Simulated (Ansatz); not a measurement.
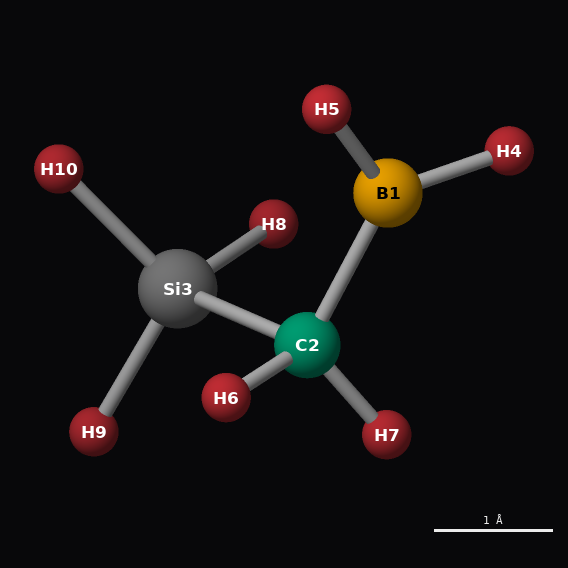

Numbered structure. Computed geometry: PBE0-D4/def2-TZVP optimisation. No frequency run is at hand to confirm it as a minimum.

Give the bond lengths.

```json
{"bond": "B1–C2", "length (Å)": "1.532", "order": "single"}
{"bond": "B1–H4", "length (Å)": "1.198", "order": "single"}
{"bond": "B1–H5", "length (Å)": "1.198", "order": "single"}
{"bond": "C2–Si3", "length (Å)": "1.896", "order": "single"}
{"bond": "C2–H6", "length (Å)": "1.094", "order": "single"}
{"bond": "C2–H7", "length (Å)": "1.094", "order": "single"}
{"bond": "Si3–H8", "length (Å)": "1.486", "order": "single"}
{"bond": "Si3–H9", "length (Å)": "1.486", "order": "single"}
{"bond": "Si3–H10", "length (Å)": "1.486", "order": "single"}
```
